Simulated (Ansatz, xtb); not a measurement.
# C5H10O (pentanal): methods side by side

The species is C5H10O (16 atoms), meant as a singlet with charge 0. As SMILES, `CCCCC=O`. Geometry: relaxed at PBE0-D4/def2-TZVP. This is one conformer, not always the lowest.

```xyz
16

C    -1.1247   -0.3219    1.5645
C     0.2614    0.1775    1.1903
C     0.8700   -0.5242   -0.0194
C     0.1240   -0.2947   -1.3217
C     0.2423    1.0875   -1.8892
O     0.9392    1.9603   -1.4484
H    -1.1213   -1.4005    1.7483
H    -1.4858    0.1670    2.4719
H    -1.8605   -0.1234    0.7807
H     0.2357    1.2551    1.0066
H     0.9340    0.0320    2.0415
H     0.9136   -1.6015    0.1740
H     1.9014   -0.1846   -0.1475
H     0.4854   -0.9696   -2.1106
H    -0.9453   -0.5261   -1.2393
H    -0.3694    1.2671   -2.8017
```

Quantity: the atomisation enthalpy at 298 K, in kJ/mol. The values are calculated. The thermal term (zero-point and 298 K enthalpy, harmonic and unscaled) is that of GFN1-xTB; the spin-orbit lowering of the free atoms at 298 K, 0.5 kJ/mol by their spectra, is taken off.

**The experiment to reproduce.** CRC Handbook of Chemistry and Physics gives the atomisation enthalpy at 298 K of the gas as 6242 kJ/mol.

```
                               level                    kind  program  value (kJ/mol)  computed − measured
  SVWN5/6-31G* (spherical functions)                     LDA   Ansatz            7204                 +962
 r2SCAN/6-31G* (spherical functions)                meta-GGA   Ansatz            6251                   +9
  B3LYP/6-31G* (spherical functions)           global hybrid   Ansatz            6220                  -22
wB97M-V/6-31G* (spherical functions)  range-separated hybrid   Ansatz            6332                  +90
 B2PLYP/6-31G* (spherical functions)           double hybrid   Ansatz            6076                 -166
RPA@PBE/6-31G* (spherical functions)                     RPA   Ansatz            5561                 -681
    MP2/6-31G* (spherical functions)     perturbation theory   Ansatz            5790                 -452
CCSD(T)/6-31G* (spherical functions)   coupled cluster or CI   Ansatz            5714                 -528
```

Nearest: r2SCAN/6-31G* (spherical functions) (+9 kJ/mol); farthest: SVWN5/6-31G* (spherical functions) (+962 kJ/mol). Computed less measured by kind, in kJ/mol (of the ab initio rows, those in 6-31G*): LDA +962; meta-GGA +9; global hybrid -22; range-separated hybrid +90; double hybrid -166; RPA -681; perturbation theory -452; coupled cluster or CI -528. Wave-function methods converge slowly with the basis and bind too weakly in sets of this size; that is part of their error here.

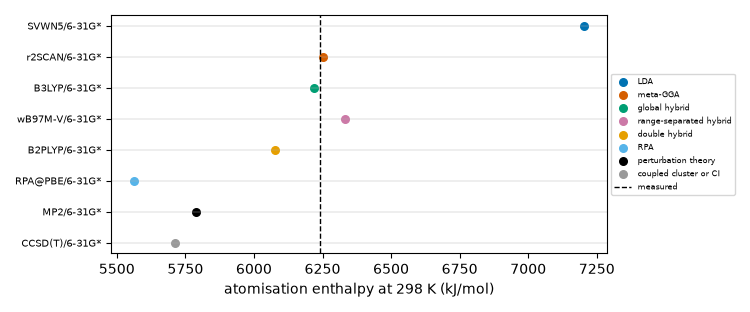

The values of the table, level by level.
